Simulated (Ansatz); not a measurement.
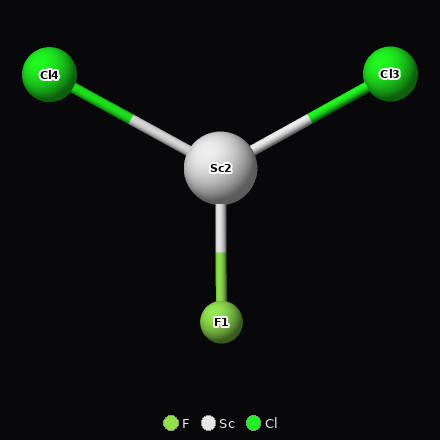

The system is Cl₂FSc, SMILES [F][Sc]([Cl])[Cl]; the picture shows the reference structure. First axis: bond length F1–Sc2. Second axis: bond length Sc2–Cl4. Nothing is relaxed (all other coordinates rigid). Grid: 7 × 7 points. Energies are in kJ/mol, from the relaxed molecule at the same level. The calculation used RKS BHLYP-D4/def2-TZVP in Ansatz 0.2.0.

Its coordinates:

```xyz
4

F     0.4800    1.1311    1.4591
Sc    0.0386    0.0454    0.0720
Cl    0.9873   -2.0341   -0.0555
Cl   -1.4504    0.7973   -1.4958
```

Range: bond length F1–Sc2 from 1.525 to 2.361 Å; bond length Sc2–Cl4 from 2.015 to 2.862 Å.

What will the energy surface look like?

The lowest grid point is at bond length F1–Sc2 = 1.804 Å, bond length Sc2–Cl4 = 2.297 Å, 0.21 kJ/mol from the relaxed molecule at the same level. No other kind of well shows on this grid. The highest grid point, bond length F1–Sc2 = 2.361 Å, bond length Sc2–Cl4 = 2.862 Å, lies 305 kJ/mol above the lowest. Round the minimum the two coordinates are weakly coupled (coupling 0.08 in units of the two stiffnesses).

| bond length Sc2–Cl4 ↓, bond length F1–Sc2 → | 1.525 | 1.665 | 1.804 | 1.943 | 2.082 | 2.221 | 2.361 |
| --- | --- | --- | --- | --- | --- | --- | --- |
| 2.862 | 268 | 140 | 112 | 136 | 185 | 244 | 305 |
| 2.720 | 233 | 104 | 74 | 97 | 144 | 202 | 262 |
| 2.579 | 203 | 71 | 40 | 60 | 106 | 163 | 222 |
| 2.438 | 181 | 46 | 12 | 31 | 75 | 130 | 188 |
| 2.297 | 175 | 37 | 0 | 17 | 59 | 112 | 168 |
| 2.156 | 197 | 55 | 15 | 29 | 69 | 120 | 175 |
| 2.015 | 266 | 120 | 77 | 87 | 125 | 174 | 226 |

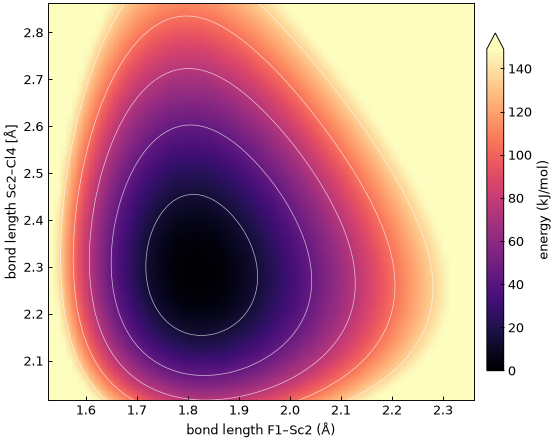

In the figure: a smooth colour map with a few white contour lines, one colour for all values above the top of the scale. Between grid points the surface is interpolated.

The whole map (49 points run) took 7.5 min on 1 thread of Intel(R) Xeon(R) Platinum 8124M CPU @ 3.00GHz (Skylake/Cascade Lake), with other jobs on the host.
